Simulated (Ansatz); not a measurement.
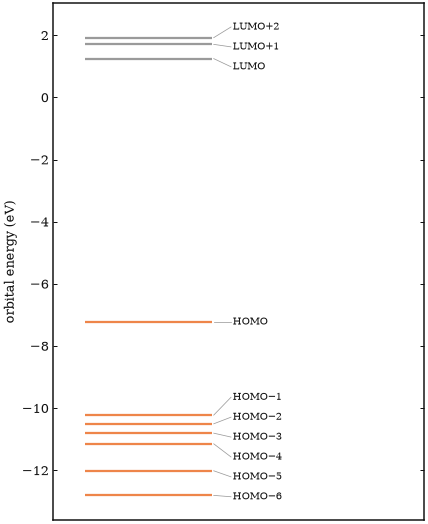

SiNH₂Cl₂, SMILES N[Si](Cl)Cl, doublet. Kohn-Sham orbital energies near the frontier (alpha spin), BHLYP/def2-TZVPP, the Ansatz code, at a PBE0-D4/def2-TZVP geometry (a minimum by its frequencies), isolated molecule; empty levels in grey, levels within 0.03 eV side by side.

**Where do the highest filled and lowest empty alpha orbitals lie?**

HOMO at −7.22 eV, LUMO at 1.25 eV, 8.47 eV apart.

**List the levels.**

```
orbital  energy (eV)
 LUMO+2         1.92
 LUMO+1         1.71
   LUMO         1.25
   HOMO        −7.22
 HOMO−1       −10.22
 HOMO−2       −10.50
 HOMO−3       −10.80
 HOMO−4       −11.15
 HOMO−5       −12.01
 HOMO−6       −12.81
```

Note: empty levels above zero depend strongly on the basis.
